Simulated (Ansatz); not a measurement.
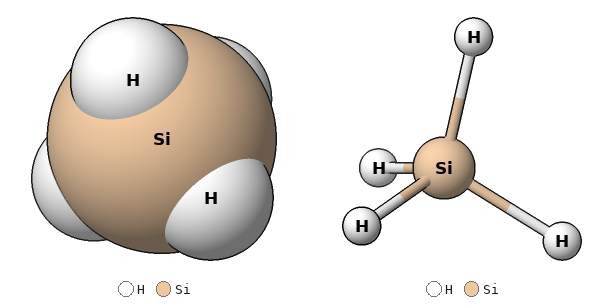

The same structure drawn twice, from different directions.

What does the picture show?

It has 5 atoms: 1 silicon and 4 hydrogen (SiH₄). This geometry has Td symmetry. Coordination: 1 Si tetrahedral.

The parts below concern this one geometry. Atoms keep their numbers from picture to picture. Computed geometry: PBE0-D4/def2-TZVP optimisation.

**Geometry**

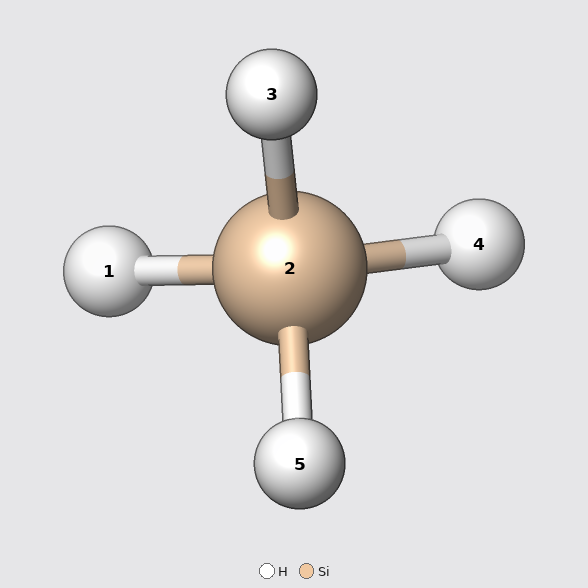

Numbered structure.

What are the angles H1–Si2–H3?

| angle | degrees |
| --- | --- |
| H1–Si2–H3 | 109.5 |

**Vibrations**

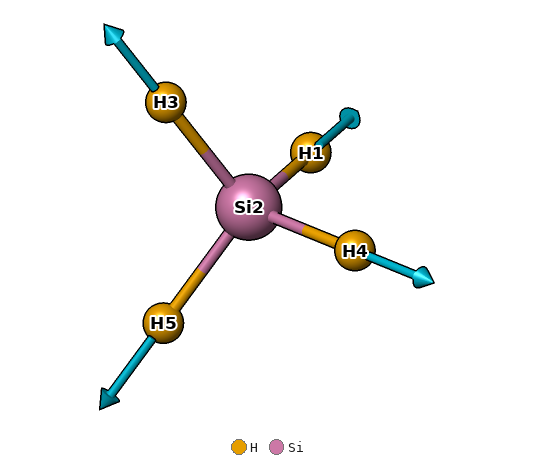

The arrows show one normal mode. Harmonic vibrations computed with RKS PBE0-D4/def2-TZVP (Ansatz 0.2.0) at a stationary point of the same level.

> What kind of motion is it?

Mostly in-phase stretching of 4 Si–H bonds.

> Estimate its harmonic wavenumber.

2236 cm⁻¹; it is mode 6 of 9 counted from the lowest.

**Electronic properties**

Level of theory: RKS PBE0-D4/def2-TZVPP (Ansatz 0.2.0).

What does the calculation give?

- HOMO energy (Kohn–Sham orbital): −9.86 eV
- LUMO energy (Kohn–Sham orbital): 1.06 eV
- HOMO–LUMO gap: 10.92 eV

**Charges**

The questions are on Mulliken charges. Properties computed with RKS PBE0-D4/def2-TZVP (Ansatz 0.2.0).

Give the Mulliken charges atom by atom.

```json
{"atom": "H1", "value (e)": "−0.02"}
{"atom": "Si2", "value (e)": "0.07"}
{"atom": "H3", "value (e)": "−0.02"}
{"atom": "H4", "value (e)": "−0.02"}
{"atom": "H5", "value (e)": "−0.02"}
```

**Thermal motion**

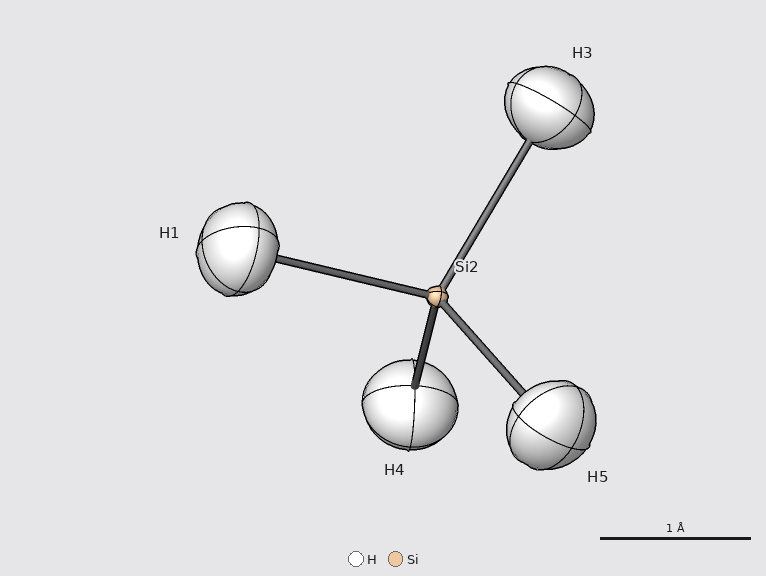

Displacement ellipsoids at the 50 % level, enlarged 2 times, from the internal vibrations of the free molecule (harmonic, no overall translation or rotation; no half-axis is drawn under 0.075 Å). Vibrations computed with RKS PBE0-D4/def2-TZVP (Ansatz 0.2.0). Temperature: 100 K.

> Which atom has the largest mean-square displacement?

H1, H3, H4, H5, with U_eq = 0.0095 Å².

List U_eq and the three principal root-mean-square amplitudes for each kind of atom.

```
          atom  U_eq (Å²)   rms amplitudes (Å)
H1, H3, H4, H5     0.0095  0.085, 0.103, 0.103
           Si2    0.00007  0.008, 0.008, 0.008
```

Mulliken values depend strongly on the basis set and can even reverse the polarity of a bond.
